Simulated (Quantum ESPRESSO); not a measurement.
# BaFeO3: which magnetic order is lowest

Does BaFeO3 prefer parallel or opposed moments?

Program: Quantum ESPRESSO 7.5. Level of theory: LDA with U = 4.5 eV on Fe d (ortho-atomic projectors); plane waves with GBRV 1.5 LDA potentials, no spin-orbit coupling. Results are calculated unless marked as measured.

### 1. Set-up

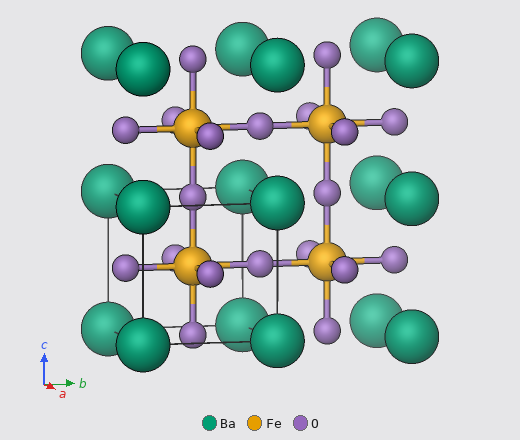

The starting structure, seen slightly off an axis (barium teal, iron orange, oxygen purple). 1×2×2 cells are drawn. Some periodic images of atoms are drawn too.

The cell comes from Materials Project 2023-11-01, a database of computed structures, and need not be the stable phase.

### 2. Run 1 (ferro +)

The signs are those of the starting moments on the seeded atoms, the atoms that are given a moment.

pw.in

```
&CONTROL
  calculation = 'scf'
  prefix = 'pwscf'
  outdir = './tmp'
  pseudo_dir = './pseudo'
  disk_io = 'nowf'
/
&SYSTEM
  ibrav = 0
  celldm(1) = 8
  nat = 5
  ntyp = 3
  ecutwfc = 40
  ecutrho = 280
  nbnd = 33
  occupations = 'smearing'
  smearing = 'fd'
  degauss = 0.00367493
  nspin = 2
  starting_magnetization(1) = 0
  starting_magnetization(2) = 0.25
  starting_magnetization(3) = 0
/
&ELECTRONS
  conv_thr = 1d-08
  electron_maxstep = 150
  mixing_beta = 0.3
/
ATOMIC_SPECIES
Ba    137.3270 ba_lda_v1.uspp.F.UPF
Fe     55.8450 fe_lda_v1.5.uspp.F.UPF
O      15.9990 o_lda_v1.2.uspp.F.UPF
CELL_PARAMETERS alat
   0.9334223469669    0.0000000000000    0.0000000000000
   0.0000000000000    0.9334223469669    0.0000000000000
   0.0000000000000    0.0000000000000    0.9334223469669
ATOMIC_POSITIONS crystal
Ba      0.0000000000    0.0000000000    0.0000000000
Fe      0.5000000000    0.5000000000    0.5000000000
O       0.0000000000    0.5000000000    0.5000000000
O       0.5000000000    0.0000000000    0.5000000000
O       0.5000000000    0.5000000000    0.0000000000
K_POINTS automatic
6 6 6 0 0 0
HUBBARD {ortho-atomic}
U Fe-3d 4.5000
```

On the command line:

```bash
> OMP_NUM_THREADS=1 mpirun -n 4 pw.x -nk 4 -in pw.in > pw.out
```

The program printed:

```text
Program PWSCF v.7.5 starts

     Message from routine setup:
     using ibrav=0 with symmetry is DISCOURAGED, use correct ibrav instead

     K-points division:     npool     =       4
     Subspace diagonalization in iterative solution of the eigenvalue problem:

     G-vector sticks info
     --------------------
     sticks:   dense  smooth     PW     G-vecs:    dense   smooth      PW
     Sum        1237     709    221                32987    14147    2517

     Using Slab Decomposition

     bravais-lattice index     =            0
     lattice parameter (alat)  =       8.0000  a.u.
     unit-cell volume          =     416.3941 (a.u.)^3
     number of atoms/cell      =            5
     number of atomic types    =            3
     number of electrons       =        44.00
     number of Kohn-Sham states=           33
     kinetic-energy cutoff     =      40.0000  Ry
     charge density cutoff     =     280.0000  Ry
     scf convergence threshold =      1.0E-08
     mixing beta               =       0.3000
     number of iterations used =            8  plain     mixing
     Exchange-correlation= SLA  PZ   NOGX NOGC
                           (   1   1   0   0   0   0   0)
     Hubbard projectors: ortho-atomic
     Hubbard parameters of DFT+U (Dudarev formulation) in eV:
     U(Fe-3d) =  4.5000

     Internal variables: lda_plus_u =T, lda_plus_u_kind = 0

     Internal variables: orbital_resolved =F, hub_pot_fix =F, apply_U = F

     celldm(1)=   8.000000  celldm(2)=   0.000000  celldm(3)=   0.000000
     celldm(4)=   0.000000  celldm(5)=   0.000000  celldm(6)=   0.000000

     crystal axes: (cart. coord. in units of alat)
               a(1) = (   0.933422   0.000000   0.000000 )
               a(2) = (   0.000000   0.933422   0.000000 )
               a(3) = (   0.000000   0.000000   0.933422 )

     reciprocal axes: (cart. coord. in units 2 pi/alat)
               b(1) = (  1.071326  0.000000  0.000000 )
               b(2) = (  0.000000  1.071326  0.000000 )
               b(3) = (  0.000000  0.000000  1.071326 )

     PseudoPot. # 1 for Ba read from file:
     ba_lda_v1.uspp.F.UPF
     Pseudo is Ultrasoft + core correction, Zval = 10.0
     Generated by new atomic code, or converted to UPF format
     Using radial grid of  907 points,  7 beta functions with:
                l(1) =   0
                l(2) =   0
                l(3) =   1
                l(4) =   1
                l(5) =   2
                l(6) =   2
                l(7) =   3
     Q(r) pseudized with  6 coefficients,  rinner =    1.700   1.700   1.700
                                                       1.700   1.700   1.700
                                                       1.700

     PseudoPot. # 2 for Fe read from file:
     fe_lda_v1.5.uspp.F.UPF
     Pseudo is Ultrasoft + core correction, Zval = 16.0
     Generated by new atomic code, or converted to UPF format
     Using radial grid of  861 points,  6 beta functions with:
                l(1) =   0
                l(2) =   0
                l(3) =   1
                l(4) =   1
                l(5) =   2
                l(6) =   2
     Q(r) pseudized with  8 coefficients,  rinner =    1.000   1.000   1.000
                                                       1.000   1.000

     PseudoPot. # 3 for O  read from file:
     o_lda_v1.2.uspp.F.UPF
     Pseudo is Ultrasoft + core correction, Zval =  6.0
     Generated by new atomic code, or converted to UPF format
     Using radial grid of  737 points,  5 beta functions with:
                l(1) =   0
                l(2) =   0
                l(3) =   1
                l(4) =   1
                l(5) =   2
     Q(r) pseudized with  8 coefficients,  rinner =    0.900   0.900   0.900
                                                       0.900   0.900

     atomic species   valence    mass     pseudopotential
     Ba               10.00   137.32700     Ba( 1.00)
     Fe               16.00    55.84500     Fe( 1.00)
     O                 6.00    15.99900     O ( 1.00)

     Starting magnetic structure
     atomic species   magnetization
     Ba              0.000
     Fe              0.250
     O               0.000

     48 Sym. Ops., with inversion, found

   Cartesian axes

     site n.     atom                  positions (alat units)
         1        Ba     tau(   1) = (   0.0000000   0.0000000   0.0000000  )
         2        Fe     tau(   2) = (   0.4667112   0.4667112   0.4667112  )
         3        O      tau(   3) = (   0.0000000   0.4667112   0.4667112  )
         4        O      tau(   4) = (   0.4667112   0.0000000   0.4667112  )
         5        O      tau(   5) = (   0.4667112   0.4667112   0.0000000  )

     number of k points=    20  Fermi-Dirac smearing, width (Ry)=  0.0037
                       cart. coord. in units 2pi/alat
        k(    1) = (   0.0000000   0.0000000   0.0000000), wk =   0.0046296
        k(    2) = (   0.0000000   0.0000000   0.1785544), wk =   0.0277778
        k(    3) = (   0.0000000   0.0000000   0.3571088), wk =   0.0277778
        k(    4) = (   0.0000000   0.0000000  -0.5356632), wk =   0.0138889
        k(    5) = (   0.0000000   0.1785544   0.1785544), wk =   0.0555556
        [... 15 further k-points ...]

     Dense  grid:    32987 G-vectors     FFT dimensions: (  40,  40,  40)

     Smooth grid:    14147 G-vectors     FFT dimensions: (  32,  32,  32)

     Check: negative core charge=   -0.000020
     Generating pointlists ...
     new r_m :   0.2723 (alat units)  2.1781 (a.u.) for type    1
     new r_m :   0.1925 (alat units)  1.5401 (a.u.) for type    2
     new r_m :   0.1925 (alat units)  1.5401 (a.u.) for type    3

     Initial potential from superposition of free atoms

     starting charge      42.9873, renormalised to      44.0000

     negative rho (up, down):  5.005E-02 5.007E-02

     STARTING HUBBARD OCCUPATIONS:

     =================== HUBBARD OCCUPATIONS ===================
     ------------------------ ATOM    2 ------------------------
     Tr[ns(  2)] (up, down, total) =   5.00000  0.00000  5.00000
     Atomic magnetic moment for atom   2 =   5.00000
     [... lines left out ...]
     Number of occupied Hubbard levels =    5.0000

     Atomic wfc used for Hubbard projectors are orthogonalized

     Starting wfcs are   38 randomized atomic wfcs

     Self-consistent Calculation

     iteration #  1     ecut=    40.00 Ry     beta= 0.30
     Davidson diagonalization with overlap
     ethr =  1.00E-02,  avg # of iterations =  5.5

     =================== HUBBARD OCCUPATIONS ===================
     ------------------------ ATOM    2 ------------------------
     Tr[ns(  2)] (up, down, total) =   4.53713  0.39504  4.93217
     Atomic magnetic moment for atom   2 =   4.14209
     [... lines left out ...]
     Number of occupied Hubbard levels =    4.9322

     negative rho (up, down):  4.829E-02 4.832E-02

     total energy              =    -417.29092629 Ry
     estimated scf accuracy    <       1.19320834 Ry

     total magnetization       =     4.00 Bohr mag/cell
     absolute magnetization    =     4.41 Bohr mag/cell

     iteration #  2     ecut=    40.00 Ry     beta= 0.30
     Davidson diagonalization with overlap
     ethr =  2.71E-03,  avg # of iterations =  1.9

     negative rho (up, down):  4.764E-02 4.767E-02

     total energy              =    -417.39286490 Ry
     estimated scf accuracy    <       1.53816970 Ry

     total magnetization       =     3.76 Bohr mag/cell
     absolute magnetization    =     3.77 Bohr mag/cell

     iteration #  3     ecut=    40.00 Ry     beta= 0.30
     Davidson diagonalization with overlap
     ethr =  2.71E-03,  avg # of iterations =  1.2

     negative rho (up, down):  4.634E-02 4.641E-02

     total energy              =    -417.60435376 Ry
     estimated scf accuracy    <       0.11504581 Ry

     total magnetization       =     4.00 Bohr mag/cell
     absolute magnetization    =     4.30 Bohr mag/cell

     [... further iterations left out ...]

     iteration # 10     ecut=    40.00 Ry     beta= 0.30
     Davidson diagonalization with overlap
     ethr =  5.59E-09,  avg # of iterations =  1.9

     negative rho (up, down):  4.435E-02 4.443E-02

     total energy              =    -417.62021090 Ry
     estimated scf accuracy    <       0.00000042 Ry

     total magnetization       =     4.08 Bohr mag/cell
     absolute magnetization    =     4.30 Bohr mag/cell

     iteration # 11     ecut=    40.00 Ry     beta= 0.30
     Davidson diagonalization with overlap
     ethr =  9.57E-10,  avg # of iterations =  2.0

     negative rho (up, down):  4.436E-02 4.443E-02

     total energy              =    -417.62021107 Ry
     estimated scf accuracy    <       0.00000030 Ry

     total magnetization       =     4.08 Bohr mag/cell
     absolute magnetization    =     4.30 Bohr mag/cell

     iteration # 12     ecut=    40.00 Ry     beta= 0.30
     Davidson diagonalization with overlap
     ethr =  6.83E-10,  avg # of iterations =  1.0

     negative rho (up, down):  4.436E-02 4.443E-02

     total energy              =    -417.62021108 Ry
     estimated scf accuracy    <       0.00000006 Ry

     total magnetization       =     4.08 Bohr mag/cell
     absolute magnetization    =     4.30 Bohr mag/cell

     iteration # 13     ecut=    40.00 Ry     beta= 0.30
     Davidson diagonalization with overlap
     ethr =  1.26E-10,  avg # of iterations =  1.5

     negative rho (up, down):  4.436E-02 4.443E-02

     Magnetic moment per site  (integrated on atomic sphere of radius R)
     atom   1 (R=0.272)  charge=  6.7826  magn=  0.0084
     atom   2 (R=0.193)  charge= 12.9322  magn=  3.5507
     atom   3 (R=0.193)  charge=  5.3592  magn=  0.0618
     atom   4 (R=0.193)  charge=  5.3592  magn=  0.0618
     atom   5 (R=0.193)  charge=  5.3592  magn=  0.0618

     End of self-consistent calculation

     =================== HUBBARD OCCUPATIONS ===================
     ------------------------ ATOM    2 ------------------------
     Tr[ns(  2)] (up, down, total) =   4.78406  0.96555  5.74961
     Atomic magnetic moment for atom   2 =   3.81851
     [... lines left out ...]
     Number of occupied Hubbard levels =    5.7496

     [... lines left out ...]
     the Fermi energy is    10.2987 ev

!    total energy              =    -417.62021109 Ry
     estimated scf accuracy    <          6.8E-10 Ry
     smearing contrib. (-TS)   =      -0.00077257 Ry
     internal energy E=F+TS    =    -417.61943853 Ry

     The total energy is F=E-TS. E is the sum of the following terms:
     one-electron contribution =    -203.29303986 Ry
     hartree contribution      =     126.69812625 Ry
     xc contribution           =     -78.18440358 Ry
     ewald contribution        =    -262.99924106 Ry
     Hubbard energy            =       0.15911972 Ry

     total magnetization       =     4.08 Bohr mag/cell
     absolute magnetization    =     4.30 Bohr mag/cell

     convergence has been achieved in  13 iterations

=------------------------------------------------------------------------------=
   JOB DONE.
=------------------------------------------------------------------------------=
```

Wall time 10 s (4 MPI ranks of AMD EPYC 9R14 (Zen 4), shared host); peak memory 0.48 GiB.

Spin moment in the atom's sphere by atom:

| atom | spin moment in the atom's sphere (μB) |
| --- | --- |
| Ba1 | 0.01 |
| Fe2 | 3.55 |
| O3 | 0.06 |
| O4 | 0.06 |
| O5 | 0.06 |

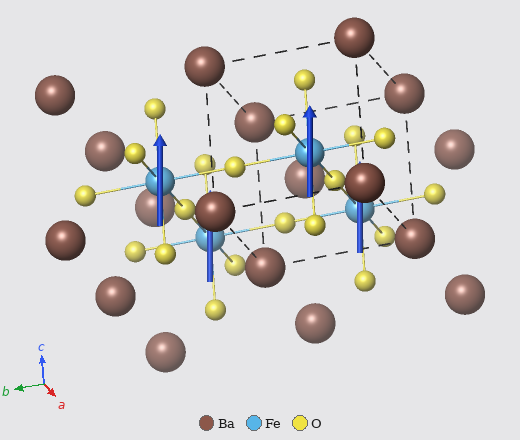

Spin moment in the atom's sphere as arrows, the longest 3.55 μB. Up and down stand for the sign. Arrows give size and sign along the axis of quantisation, drawn up and down the page. 2×2×1 cells are drawn. Some periodic images of atoms are drawn too.

This step gave:

| Item | Value |
| --- | --- |
| smearing term TS | 0.01051 eV |
| magnetization | 4.085 μB |
| absolute magnetization | 4.295 μB |
| final state | ferromagnetic |

(Continued in part 2 of 2.)

[Logs and program files are shortened in this print: banners, set-up blocks, solver, clock and traceback lines can be left out without a mark of their own.]

[Logs are printed without paths, hosts, clocks, repeated set-up lines and the standing remarks that a program may print on its own settings, such as how far it seeks lower states.]

[Hosts, paths, dates, database ids (printed as entryN), source tags and the programs' standing remarks are cut or masked in the printed files.]

[Where a cell is said to come from a database of computed structures, the database is the Materials Project.]
